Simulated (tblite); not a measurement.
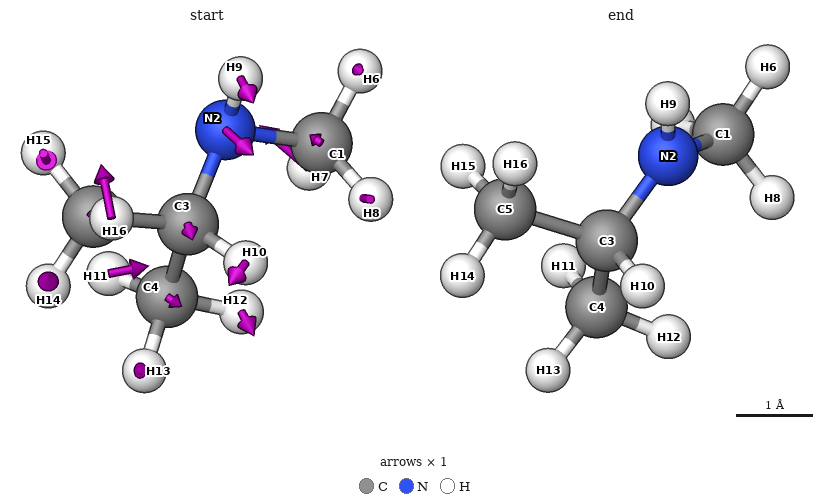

The structure of C$_{4}$H$_{11}$N (charge +1, multiplicity 2) before (left) and after (right) a relaxation, at one scale. The purple arrows give the displacements, at their true length.

Style: ball-and-stick. Shown from a free direction.

Method: GFN2-xTB geometry optimisation, gas phase in tblite 0.8.0. 

> What changed between the two?

Over 141 geometry steps the energy falls by 91.1 kJ/mol. The atom that moves furthest after the best rigid fit is H7 (0.89 Å). Largest moves by element: H 0.89 Å, N 0.65 Å, C 0.27 Å. Among the contacts that change: C1–N2 1.471 → 1.405 Å, C4–H13 1.136 → 1.086 Å, C5–H16 1.127 → 1.087 Å, C3–C5 1.509 → 1.542 Å. Bond angles that change, for instance: C1–N2–C3 110.4° → 125.5°, C1–N2–H9 105.0° → 118.0°, C3–C4–H12 105.5° → 112.2°. Groups turn about C3–C5 by about 35°. Cost: 0.5 s on 1 thread of Arm Neoverse V2 (shared host).
